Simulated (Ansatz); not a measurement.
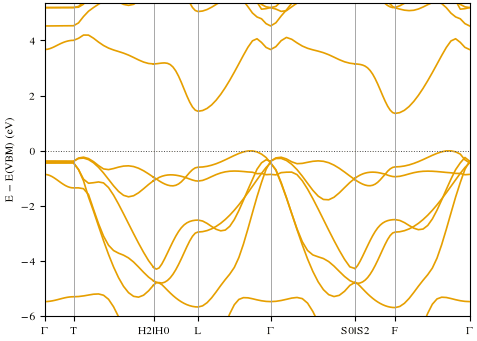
Figure: Band structure from DFT-PBE in the program Ansatz with PAW potentials

The gap is 1.35 eV; an edge lies off the plotted path or next to a special point (maximum off the standard path, minimum at F).

The material is SiS₂ in space group R-3m (No. 166; Si on 3a, S on 6c).

A made-up cell: these elements were put on the sites of a structure type; neither database checked (COD, Materials Project) lists it. COD files the formula under space group No. 72, 122, so this cell is another polymorph or a model. Its standing as an ambient phase is unchecked. The cell was relaxed with PBE under the symmetry of its start; its stability against distortions is not shown here. A crystal of weakly bound layers computed without a dispersion correction: the cell and the soft elastic constants depend strongly on that.

Potentials: the later of the program's two PAW sets.
